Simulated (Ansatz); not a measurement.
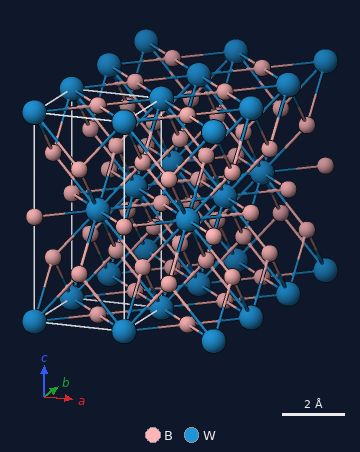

A crystal of B$_{3}$W (built on the TiAl3 (D0_22)_139 type) (coarse preliminary run), before the relaxation. The picture is a ball-and-stick view of the conventional cell (2 times the calculation's cell), repeated 2 × 3 × 1 with one cell outlined, seen slightly off an axis. Lengths and directions refer to the drawn axes.

Case: TiAl3 (D0_22) type (I4/mmm, No. 139).

These are results of DFT PBE, scalar-relativistic, plane waves, PAW (Ansatz), not measurements.

Input
```yaml
crystal:
  lattice:
    - [-1.5851414074, 1.5851414074, 3.5408353517]
    - [1.5851414074, -1.5851414074, 3.5408353517]
    - [1.5851414074, 1.5851414074, -3.5408353517]
  atoms:
    - { symbol: B, position: [0.5, 0.5, 0.0] }
    - { symbol: B, position: [0.25, 0.75, 0.5] }
    - { symbol: B, position: [0.75, 0.25, 0.5] }
    - { symbol: W, position: [0.0, 0.0, 0.0] }
basis:
  ecutwfc: 420
kpoints:
  mp_grid: { grid: [8, 8, 8] }
hamiltonian:
  xc: pbe
scf:
  occupations: { method: gaussian, width: 0.1 }
  lower_state_search: "off"
output:
  forces: true
  stress: true
  eigenvalues: true
relax:
  adjacent_minimum: "off"
  f_tol: 0.04
  max_steps: 70
  cell: { stress_tol: 0.4 }
```

Launched with:
```bash
ansatz run input.yaml --threads 1 --pin off --max-ram 2560MiB --backend cpu --events-out ev --progress --plain --runs-dir out
```

**Where does the relaxation end?**

The atoms keep their places relative to the cell (all moves are under 0.005 Å). The volume changes by −2.0 %, with a = b 3.170 → 3.079 Å (−2.9 %), c 7.082 → 7.356 Å (+3.9 %). Among the contacts that change: W4–W4 3.170 → 3.079 Å, B1–W4 2.242 → 2.177 Å, B2–W4 2.376 → 2.398 Å. Among the angles between lasting bonds that change: W4–B2–W4 83.7° → 79.9°, W4–B2–W4 123.7° → 126.0°. The space group stays I4/mmm (No. 139). The energy falls by 34.1 meV per atom in 3 accepted moves (4 points after the start). All forces vanish by symmetry, so only the cell relaxes. The pressure goes from −7.13 to −0.01 GPa. The SCF was repeated once at an unchanged geometry on a basis and grid sized afresh for the cell, which shifted the energy by 0.1 meV per atom at most. Cost: 9.6 s on 1 thread of Arm Neoverse V2 (shared host), peak memory 0.33 GiB.

Step by step:

```csv
step,"E − E(0), meV/atom","pressure, GPa","volume, Å³/atom",note
0,0.00,-7.13,8.897,
1,-33.99,1.16,8.676,
2,-34.15,-0.54,8.734,
3,-34.22,0.01,8.716,
4,-34.10,-0.01,8.716,"same geometry, new basis"
```

The structure at the end:

```
B W
1.0
    -1.53933    1.53933    3.67823
     1.53933   -1.53933    3.67823
     1.53933    1.53933   -3.67823
B W
3 1
Direct
  0.50000 0.50000 0.00000
  0.25000 0.75000 0.50000
  0.75000 0.25000 0.50000
  0.00000 0.00000 0.00000
```

The end point in the same view:

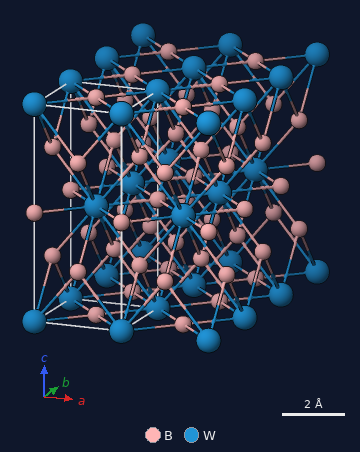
